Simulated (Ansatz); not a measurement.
# SiF2 (SMILES F[Si]F): where methods fail along a bond

SiF2 has 3 atoms, charge 0, and is taken as a singlet. SMILES: `F[Si]F`. Geometry: relaxed at PBE0-D4/def2-TZVP.

```xyz
3

F     0.1663    1.2468    0.2294
Si   -0.5949   -0.0464   -0.3301
F     0.4286   -1.2004    0.1007
```

The Si2–F3 distance is scanned; the parts on either side stay rigid. Basis STO-3G, 7 core orbitals frozen in the correlated methods; program Ansatz 0.2.0. FCI is exact within this basis and core. Energies in eV from each method's value at 1.602 Å; methods without a U are spin-restricted. The shape above is that at 1.602 Å.

| distance (Å) | PBE | wB97X | wB97M-V | CCSDT | FCI |
| --- | --- | --- | --- | --- | --- |
| 1.602 | 0.00 | 0.00 | 0.00 | 0.00 | 0.00 |
| 2.002 | 1.05 | 1.51 | 1.53 | 1.34 | 1.32 |
| 2.402 | 3.19 | 4.10 | 4.12 | 3.22 | 3.19 |
| 3.203 | 5.84 | 7.45 | 7.49 | 4.40 | 4.38 |
| 4.004 | 6.56 | 8.67 | 8.72 | 4.47 | 4.45 |

Departure from the FCI curve at its largest: PBE +2.12 eV at 4.00 Å; wB97X +4.22 eV at 4.00 Å; wB97M-V +4.27 eV at 4.00 Å; CCSDT +0.03 eV at 2.40 Å. Restricted functionals keep the electrons paired too, and rise too high.

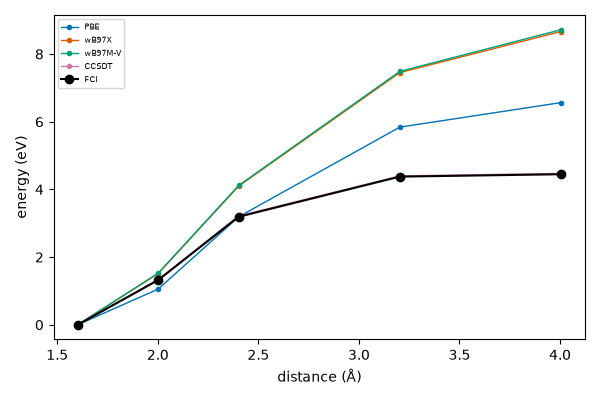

The curves of the table.
